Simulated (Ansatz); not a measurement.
## Electronic structure of AlF$_{2}$H$_{4}$NS in real space

Input

```
crystal:
  periodic: [false, false, false]
  atoms:
    - {symbol: Al, position_ang: [-0.853369, 0.250323, -0.254455]}
    - {symbol: S, position_ang: [1.405204, 0.898823, -1.154656]}
    - {symbol: F, position_ang: [-1.360622, -0.390358, -1.697556]}
    - {symbol: F, position_ang: [-1.264023, 1.809727, 0.132614]}
    - {symbol: H, position_ang: [1.957493, 1.135126, 0.047661]}
    - {symbol: N, position_ang: [-0.547613, -0.872950, 1.079984]}
    - {symbol: H, position_ang: [1.888179, -0.354681, -1.198077]}
    - {symbol: H, position_ang: [-0.640089, -1.871661, 0.995179]}
    - {symbol: H, position_ang: [-0.585060, -0.604249, 2.049306]}
basis:
  gaussian: {orbitals: def2-TZVPP}
hamiltonian: {xc: pbe0, dispersion: d4}
output: {orbitals: {seedname: orbitals}}
```

Launched as:

```sh
ansatz run in.yaml --threads 4 --pin off --events-out ev --progress --plain --max-ram 9574MiB
```

The product side of a reaction path; geometry: PBE0-D4/def2-TZVP.

Method: RKS PBE0-D4/def2-TZVPP (Ansatz).

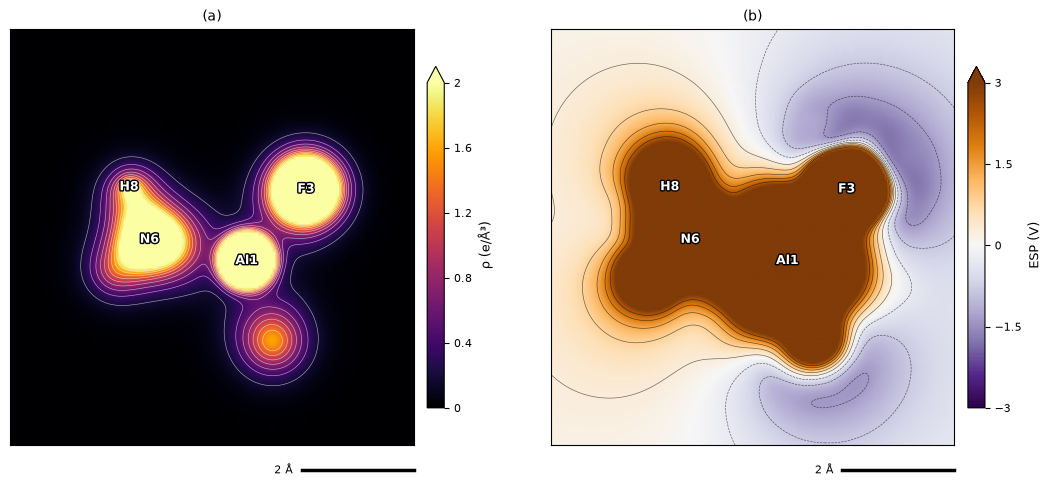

Figure 1. (a) total electron density; (b) electrostatic potential on the plane of atoms F3, Al1 and N6.

Read the bonding off the picture.

- The plane passes through Al, F, N and H nuclei.
- Al–F (1.66 Å): ρ at the midpoint is about 0.89 e/Å³.
- Al–N (1.77 Å): ρ at the midpoint is about 0.87 e/Å³.
- N–H (1.01 Å): ρ is about 2.9 e/Å³ halfway.
- Outside the dense part of the molecule the potential is most negative (−1.8 V) near F3.

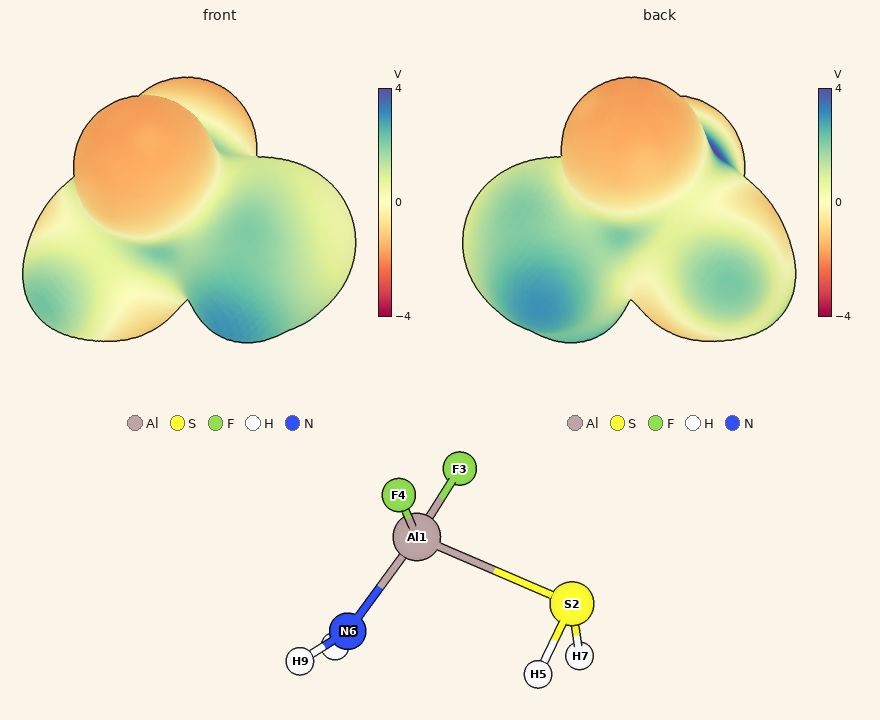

Figure 2. The molecular electrostatic potential painted on the density surface at 0.004 e/bohr³, seen from the front and from behind; the colour scale runs from red (negative) to blue (positive). The bare structure is drawn below in the same view.

Where is the surface potential most negative and most positive?

The most negative region (about −1.8 V) lies over F3 and F4, the most positive (about +3.5 V) over Al1.

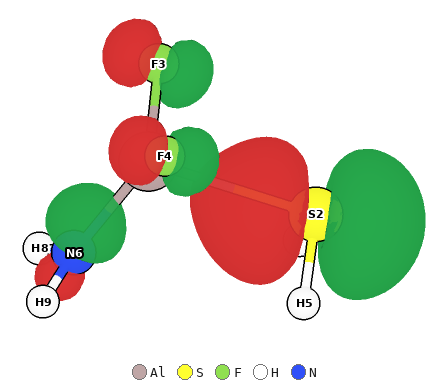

Figure 3. The HOMO−1 at ±0.15 Å⁻³ᐟ² (green and red are the two phases), seen at a tilt.

Describe this orbital and give its energy.

It lies mainly on S2 (about 60 %), F3 (about 10 %), F4 (about 10 %) and N6 (about 10 %). Its energy is −9.44 eV.

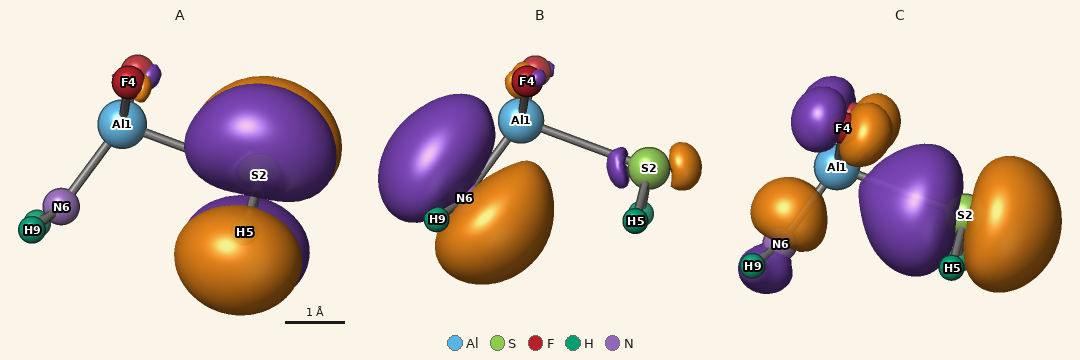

Figure 4. Three frontier orbitals at ±0.1 Å⁻³ᐟ² (orange and purple are the two phases), in no order.

Order the three orbitals by energy and name them.

C is the HOMO−1 (−9.44 eV). It lies mainly on S2 (about 60 %), F3 (about 10 %), F4 (about 10 %) and N6 (about 10 %). B is the HOMO (−7.18 eV). It lies mainly on N6 (about 70 %); largely a lone pair of N6. A is the LUMO (−0.58 eV). It lies mainly on S2 (about 55 %), H5 (about 20 %) and H7 (about 20 %).

What is the HOMO–LUMO gap?

6.60 eV between the orbital energies.
